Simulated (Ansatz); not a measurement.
# ClFO2S: harmonic frequencies at the relaxed geometry, by script

The task is harmonic frequencies at the relaxed geometry, for ClFO2S. SMILES: O=S(=O)(F)Cl.

Program: Ansatz 0.2.0 through its Python package. Level of theory: PBE/6-31G*. These are calculated values, not measurements.

## (1) Starting point

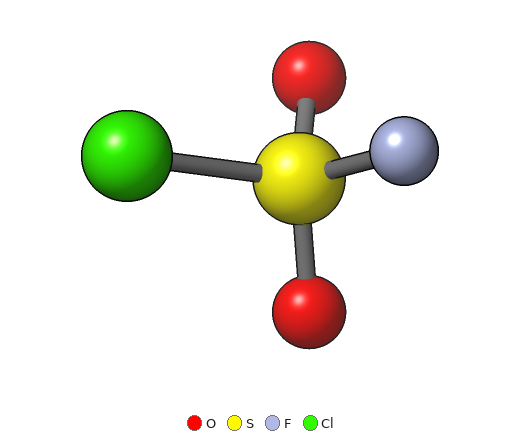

The starting structure, viewed from a chosen angle; oxygen red, sulfur yellow, fluorine light blue, chlorine green.

No structure file is read: the coordinates are typed or built in the script.

## (2) The script

freq_clfo2s.py reads:

```python
"""Vibrations and zero-point energy of ClFO2S."""

import itertools

import ansatz as az
from ase.data import atomic_numbers, covalent_radii
import numpy as np

GEOMETRY = """
O    -0.48510   -0.93360   -1.11100
S    -0.14820   -0.09340    0.01720
O    -0.53890   -0.39010    1.37790
F    -0.71460    1.35470   -0.31130
Cl    1.88670    0.06250    0.02720
"""

clfo2s = az.Crystal.molecule()
for line in GEOMETRY.strip().splitlines():
    symbol, *xyz = line.split()
    clfo2s = clfo2s.atom(symbol, [float(v) for v in xyz])

calc = clfo2s.calculation()
calc = calc.basis(gaussian="6-31G*")
calc = calc.functional("pbe")
symbols = [site.symbol for site in clfo2s.cartesian_sites]
start = np.array([site.position_ang for site in clfo2s.cartesian_sites], dtype=float)
rep = calc.relax(force_tolerance=0.003).run(threads=1, pin="off").report
end = np.array(rep["positions_ang"])

# pairs closer than 1.2 times the sum of covalent radii, before or after
radius = [covalent_radii[atomic_numbers[s]] for s in symbols]
span = lambda where, i, j: np.linalg.norm(where[i] - where[j])
bonded = [(i, j) for i, j in itertools.combinations(range(len(symbols)), 2) if min(span(start, i, j), span(end, i, j)) < 1.2 * (radius[i] + radius[j])]
print("pair        before    after (A)")
for i, j in bonded:
    print(f"{symbols[i]}{i}-{symbols[j]}{j}".ljust(10), f"{span(start, i, j):8.4f} {span(end, i, j):8.4f}")
for first, second in list(itertools.combinations(bonded, 2)):
    shared = set(first) & set(second)
    if shared and symbols[(j := shared.pop())] != "H":
        i, k = sorted((set(first) | set(second)) - {j})
        u, v = end[i] - end[j], end[k] - end[j]
        angle = np.degrees(np.arccos(np.clip(u @ v / np.linalg.norm(u) / np.linalg.norm(v), -1, 1)))
        print(f"final angle {symbols[i]}{i}-{symbols[j]}{j}-{symbols[k]}{k}: {angle:.2f} deg")

# same settings at the minimum
minimum = az.Crystal.molecule()
for symbol, place in zip(symbols, end):
    minimum = minimum.atom(symbol, place.tolist())
vibrating = (
    minimum.calculation()
    .basis(gaussian="6-31G*")
    .functional("pbe")
    .phonons(temperatures=(200, 600, 100))
)
vib = vibrating.run(threads=1, pin="off").report["vibrations"]
sums = vib["harmonic_sums"]
modes = [m["omega_inv_cm"] for m in sums["modes_at_gamma"] if m["rigid_motion"] == "no"]
for number, w in enumerate(modes, start=1):
    print(f"mode {number:2d} {w:9.1f} 1/cm {w / 8065.544 * 1000:8.2f} meV")
print("imaginary modes:", sum(w < 0 for w in modes), " zero-point energy:", round(sums["zero_point_energy_ev"], 4), "eV")
print("T (K)   F_vib (eV)   S_vib (meV/K)   C_vib (meV/K)")
for row in zip(sums["temperatures_k"], sums["vibrational_free_energy_ev"], vib["entropy_ev_per_k"], vib["heat_capacity_ev_per_k"]):
    print(f"{row[0]:6.1f} {row[1]:11.4f} {1000 * row[2]:13.4f} {1000 * row[3]:15.4f}")
```

## (3) The calls as engine input

The engine receives this input (first run):

```yaml
crystal:
  periodic: [false, false, false]
  atoms:
    - { symbol: O, position_ang: [-0.4851, -0.9336, -1.111] }
    - { symbol: S, position_ang: [-0.1482, -0.0934, 0.0172] }
    - { symbol: O, position_ang: [-0.5389, -0.3901, 1.3779] }
    - { symbol: F, position_ang: [-0.7146, 1.3547, -0.3113] }
    - { symbol: Cl, position_ang: [1.8867, 0.0625, 0.0272] }
basis:
  gaussian:
    orbitals: "6-31G*"
hamiltonian:
  xc: pbe
relax:
  f_tol: 0.003
```

## (4) Launch

The run is started by

```
$ python freq_clfo2s.py
```

Log:

```text
pair        before    after (A)
O0-S1        1.4465   1.4561
S1-O2        1.4464   1.4561
S1-F3        1.5892   1.6180
S1-Cl4       2.0409   2.0711
final angle O0-S1-O2: 124.51 deg
final angle O0-S1-F3: 107.17 deg
final angle O0-S1-Cl4: 108.72 deg
final angle O2-S1-F3: 107.17 deg
final angle O2-S1-Cl4: 108.72 deg
final angle F3-S1-Cl4: 97.07 deg
mode  1     243.9 1/cm    30.24 meV
mode  2     263.9 1/cm    32.72 meV
mode  3     358.3 1/cm    44.42 meV
mode  4     416.6 1/cm    51.65 meV
mode  5     442.1 1/cm    54.82 meV
mode  6     561.2 1/cm    69.58 meV
mode  7     776.2 1/cm    96.23 meV
mode  8    1152.8 1/cm   142.93 meV
mode  9    1383.7 1/cm   171.56 meV
imaginary modes: 0  zero-point energy: 0.3471 eV
T (K)   F_vib (eV)   S_vib (meV/K)   C_vib (meV/K)
 200.0      0.3377        0.1596          0.3024
 300.0      0.3141        0.3098          0.4373
 400.0      0.2761        0.4485          0.5257
 500.0      0.2249        0.5728          0.5867
 600.0      0.1620        0.6838          0.6297
```

Run time: 51 s. Hardware: 1 thread of Arm Neoverse V1, shared host; peak memory 0.22 GiB.

## (5) Inputs of later runs

The engine's inputs for the other runs:

Run 2, against run 1:

```diff
@@ -4,5 +4,5 @@
-    - { symbol: O, position_ang: [-0.4851, -0.9336, -1.111] }
-    - { symbol: S, position_ang: [-0.1482, -0.0934, 0.0172] }
-    - { symbol: O, position_ang: [-0.5389, -0.3901, 1.3779] }
-    - { symbol: F, position_ang: [-0.7146, 1.3547, -0.3113] }
-    - { symbol: Cl, position_ang: [1.8867, 0.0625, 0.0272] }
+    - { symbol: O, position_ang: [-0.5295073757820757, -0.9666962354611943, -1.119632546047703] }
+    - { symbol: S, position_ang: [-0.16697386191480396, -0.14826522754078003, 0.028769241988096952] }
+    - { symbol: O, position_ang: [-0.58396993491138, -0.4169794717034288, 1.3977082379980128] }
+    - { symbol: F, position_ang: [-0.6006778548481485, 1.372694820981693, -0.31274913673736604] }
+    - { symbol: Cl, position_ang: [1.881029027456408, 0.1593461137237101, 0.005904202798959164] }
@@ -14,2 +14,5 @@
-relax:
-  f_tol: 0.003
+phonons:
+  temperatures:
+    t_min: 200.0
+    t_max: 600.0
+    t_step: 100.0
```

## (6) The runs side by side

From the records of these 2 runs:

```
run  kind of run  energy from run 2 (eV)  SCF cycles in all  CPU time (s)
  1   relaxation                  0.0000                 69            19
  2      phonons                  0.0000                136            31
```

## (7) Path of the relaxation of run 1

Step by step:

```csv
step,energy from step 1 (eV),largest force component (eV/Å)
1,0.0000,1.3710
2,-0.1136,0.3481
3,-0.1179,0.1567
4,-0.1187,0.0909
5,-0.1188,0.0141
6,-0.1188,0.0015
```

Step 1 is the start.

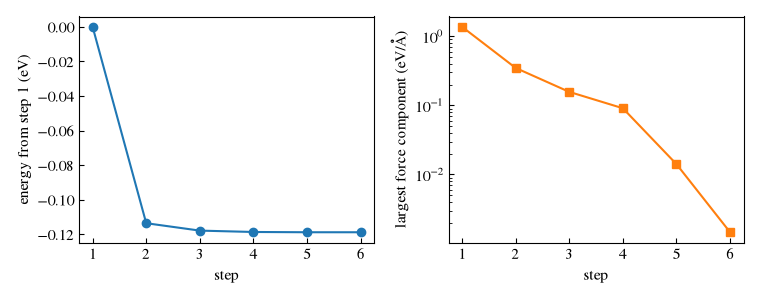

Energy and largest force along the relaxation.

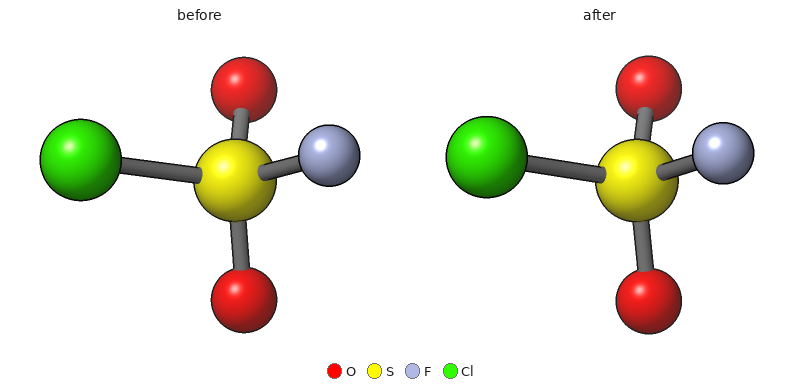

Before and after, at one scale.

Before: Bond lengths: O1–S2 1.446 Å, S2–O3 1.446 Å, S2–F4 1.589 Å, S2–Cl5 2.041 Å. Angles: O1–S2–O3 123.5°, O1–S2–F4 106.6°, O1–S2–Cl5 106.3°, O3–S2–F4 106.6°, O3–S2–Cl5 106.3°, F4–S2–Cl5 106.7°.

After: Bond lengths: O1–S2 1.456 Å, S2–O3 1.456 Å, S2–F4 1.618 Å, S2–Cl5 2.071 Å. Angles: O1–S2–O3 124.5°, O1–S2–F4 107.2°, O1–S2–Cl5 108.7°, O3–S2–F4 107.2°, O3–S2–Cl5 108.7°, F4–S2–Cl5 97.1°.

## (8) Vibrations

Frequencies (cm⁻¹; negative: imaginary): 244, 264, 358, 417, 442, 561, 776, 1153, 1384.

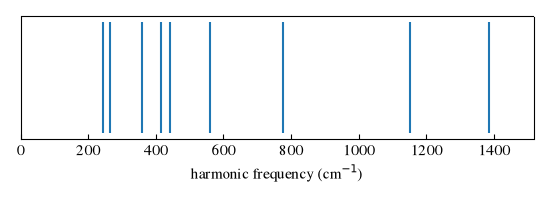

The harmonic frequencies as lines of equal height (no intensities).

## (9) Outcome

```
                             quantity        value
                        runs compared            2
     moves of the relaxation of run 1            5
               energy gained in run 1     0.119 eV
last largest force component of run 1  0.0015 eV/Å
                    highest frequency    1384 cm⁻¹
                      imaginary modes            0
                    zero-point energy     0.347 eV
```

In words: Run 1: After 5 moves the largest shift is 0.115 Å, of atom 4 (F). All frequencies are real, so the geometry is a minimum. The values are harmonic; measured fundamentals also hold anharmonic shifts, mostly downward for stretches. The frequencies are harmonic and unscaled, in a modest basis.
